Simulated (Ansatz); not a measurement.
```sh
ansatz run in.yaml --threads 4 --pin off --events-out ev --progress --plain --max-ram 10444MiB
```

```yaml
crystal:
  periodic: [false, false, false]
  atoms:
    - {symbol: B, position_ang: [-1.450173, 1.103245, 1.327878]}
    - {symbol: C, position_ang: [-0.882339, 0.368995, 0.088826]}
    - {symbol: C, position_ang: [0.568692, -0.125685, 0.119141]}
    - {symbol: B, position_ang: [0.930951, -1.133461, -1.028188]}
    - {symbol: O, position_ang: [2.084253, -1.087268, -1.735799]}
    - {symbol: H, position_ang: [-0.911371, 1.025015, 2.397308]}
    - {symbol: H, position_ang: [-2.480296, 1.711238, 1.248622]}
    - {symbol: H, position_ang: [-1.103896, 0.914704, -0.836405]}
    - {symbol: H, position_ang: [-1.567680, -0.500894, 0.023522]}
    - {symbol: H, position_ang: [1.254843, 0.731070, 0.144392]}
    - {symbol: H, position_ang: [0.736712, -0.655594, 1.068750]}
    - {symbol: H, position_ang: [0.183915, -2.027433, -1.326279]}
    - {symbol: H, position_ang: [2.656591, -0.358830, -1.476967]}
basis:
  gaussian: {orbitals: def2-TZVPP}
hamiltonian: {xc: pbe, dispersion: d4}
output: {forces: true, orbitals: {seedname: orbitals}}
```

What structure does this define?

It has 13 atoms: 2 carbon, 8 hydrogen, 2 boron and 1 oxygen (C2H8B2O). Its SMILES string is `BCCBO`. It has no ring. Among its groups: B–H bond. This geometry has C1 symmetry. Coordination: 2 B trigonal planar; 2 C tetrahedral; 1 O bent.

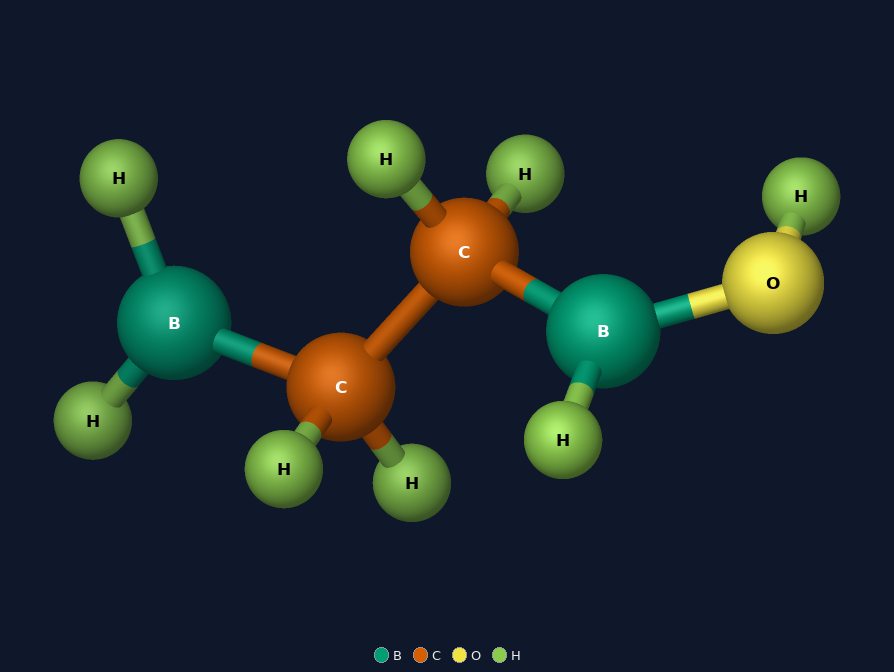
